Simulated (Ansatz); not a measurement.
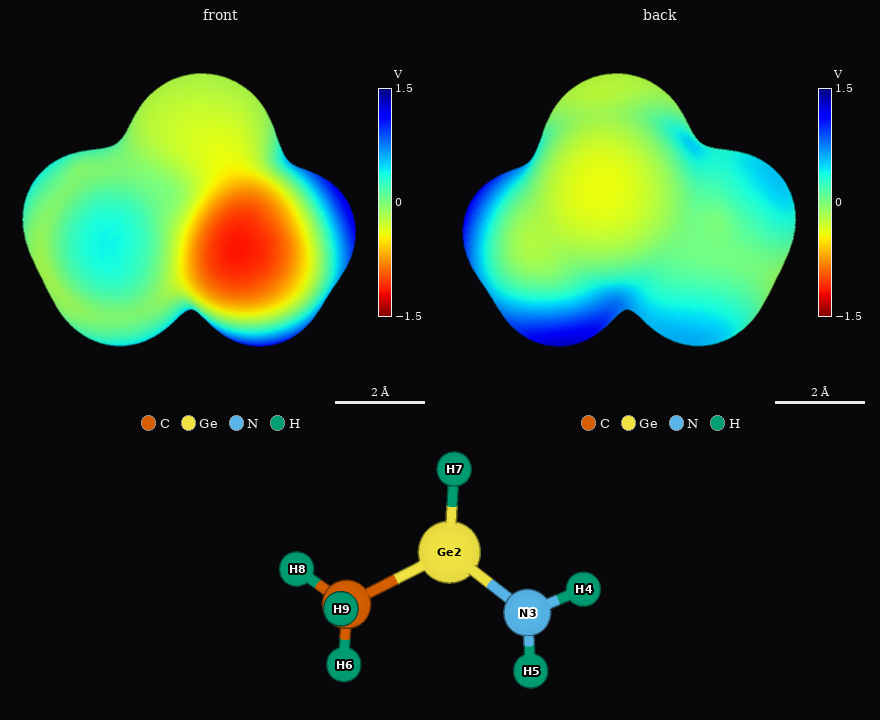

CH6GeN (doublet). The molecular electrostatic potential painted on the density surface at 0.001 e/bohr³, seen from the front and from behind; the colour scale runs from red (negative) to blue (positive). The bare structure is drawn below in the same view.

Geometry: B3LYP-D3(BJ)/def2-SVP.

The calculation used Ansatz, isolated molecule in a Gaussian basis; Kohn-Sham density functional theory, functional PBE0.

```xyz
9

C    -1.1152    0.9298    0.7974
Ge   -1.1726    0.4432   -1.1265
N     0.0936   -0.9052   -1.3356
H     0.3000   -1.1756   -2.2965
H    -0.0665   -1.7508   -0.7892
H    -1.4412    0.0847    1.4218
H    -0.6086    1.6268   -1.9833
H    -1.7793    1.7852    0.9900
H    -0.0831    1.2016    1.0696
```

Question: Describe the electrostatic potential map.

Answer: The most negative region (about −1.1 V) lies over N3, the most positive (about +1.2 V) over H4 and H5. N3 is the likeliest acceptor of a hydrogen bond.
